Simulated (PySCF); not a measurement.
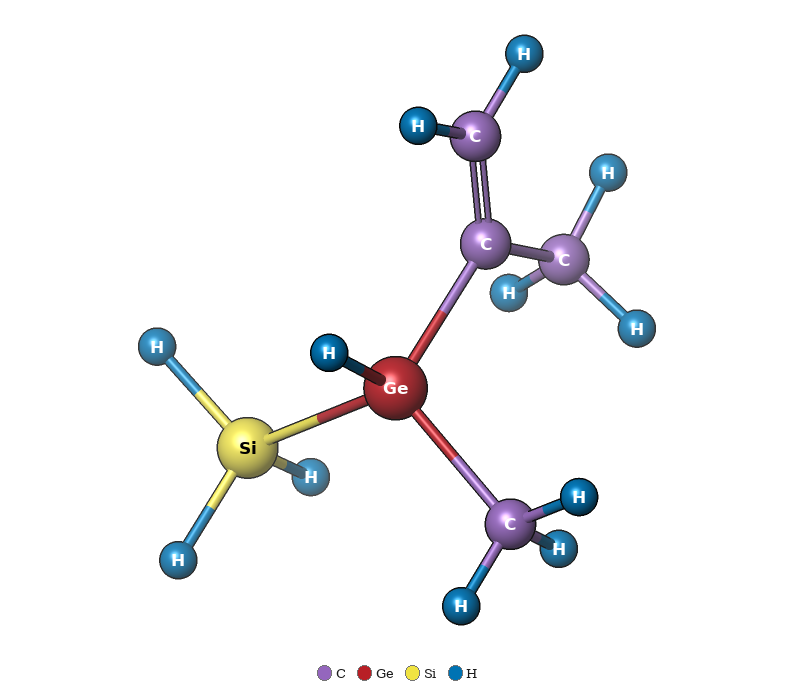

Atoms fade into the background with distance from the viewer. Computed geometry: PBE0-D3(BJ)/def2-SVP optimisation. No frequency run is at hand to confirm it as a minimum.

**Which symmetry elements does this geometry have?**

It has no symmetry element but the identity, so the point group is C1. The group has 1 operation. The geometry is chiral, and symmetry allows a dipole moment.
